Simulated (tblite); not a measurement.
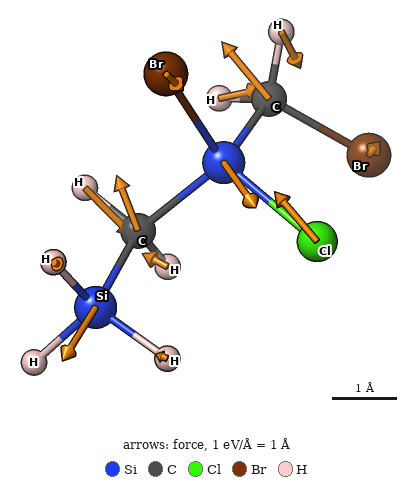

Starting geometry of C2H7Br2ClSi2 with the computed forces as orange arrows. The picture is a ball-and-stick view, seen from a free direction.

The calculation used tblite, GFN2-xTB geometry optimisation, gas phase. 

**Is this structure relaxed? If not, where do the atoms go?**

It isn't relaxed: the largest force vector, on a Si atom, is 1.39 eV/Å. The final displacements have little in common with the starting forces (cosine between the two patterns 0.22). The energy falls by 8.69 kcal/mol in 85 geometry steps. The atom that moves furthest after the best rigid fit is a Br atom (0.88 Å). Largest moves by element: Br 0.88 Å, H 0.82 Å, Cl 0.45 Å, C 0.18 Å, Si 0.14 Å. Some distances before and after: Br–Cl 3.402 → 3.911 Å, Cl–Si 2.103 → 2.015 Å, C–Si 1.868 → 1.916 Å, C–H 1.123 → 1.091 Å. Among the angles between lasting bonds that change: H–C–H 113.6° → 106.2°, C–Si–C 105.1° → 112.3°, Br–Si–C 110.1° → 103.1°. Groups turn about C–Si by about 45°. Cost: 1.7 s on 1 thread of Arm Neoverse N1, on a shared host.
